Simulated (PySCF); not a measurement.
CH7O2Si3 (doublet)

```yaml
atoms:
  - { symbol: O, position_ang: [1.5117, -3.0999, -0.1649] }
  - { symbol: C, position_ang: [0.6807, -2.3516, -0.5330] }
  - { symbol: Si, position_ang: [0.5437, -0.5002, -0.9075] }
  - { symbol: Si, position_ang: [1.9611, 1.1290, -0.0671] }
  - { symbol: O, position_ang: [-0.9210, -0.1217, -0.3135] }
  - { symbol: Si, position_ang: [-2.4866, 0.1920, -0.0592] }
  - { symbol: H, position_ang: [0.4033, -0.6018, -2.3694] }
  - { symbol: H, position_ang: [1.7538, 1.3755, 1.3655] }
  - { symbol: H, position_ang: [1.8480, 2.4342, -0.7335] }
  - { symbol: H, position_ang: [3.3523, 0.6906, -0.2338] }
  - { symbol: H, position_ang: [-2.4891, 1.2708, 0.9272] }
  - { symbol: H, position_ang: [-3.0979, -1.0366, 0.4385] }
  - { symbol: H, position_ang: [-3.0644, 0.6201, -1.3318] }
```

Geometry: GFN2-xTB.

Method: PySCF, UKS B3LYP, pcH-1 on C H O Si, non-relativistic, mean-field spin-orbit, GIAO.

Q: Predict the electron density, electron localisation function and spin density between the atoms.

A: Si–O (1.62 Å): the density is about 1 e/Å³ at the midpoint; the ELF peaks at about 0.85 between the atoms; a short, strongly polar bond.
Si–H (1.47 Å): ρ at the midpoint is about 1.2 e/Å³; the ELF peaks at about 1 between the atoms: an ordinary covalent bond to hydrogen.
The unpaired spin (1 electron) lies mostly on C2 (about 0.5), O1 (about 0.3) and Si3 (about 0.2), in electrons by Hirshfeld's partition.

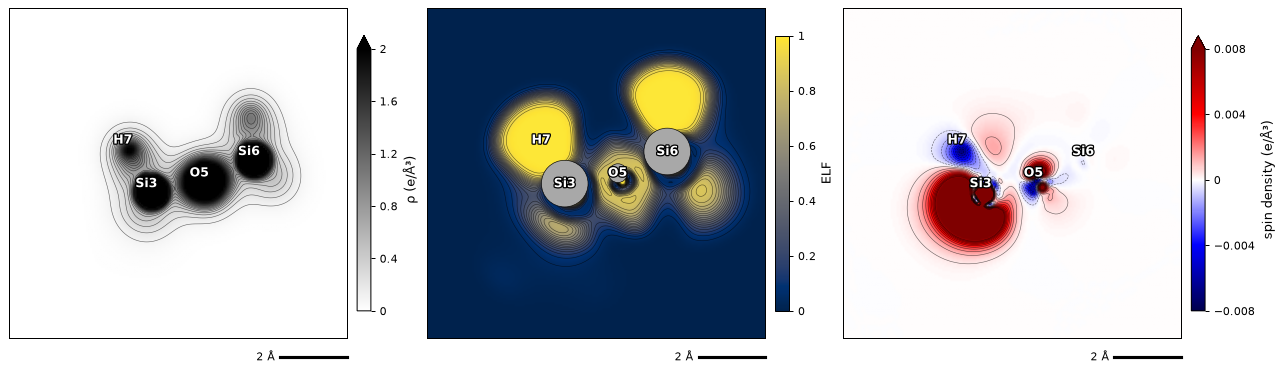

Computed electron density, electron localisation function and spin density on the plane of atoms O5, Si3 and H7, in this order. Grey discs cover the atomic cores in the ELF map. 
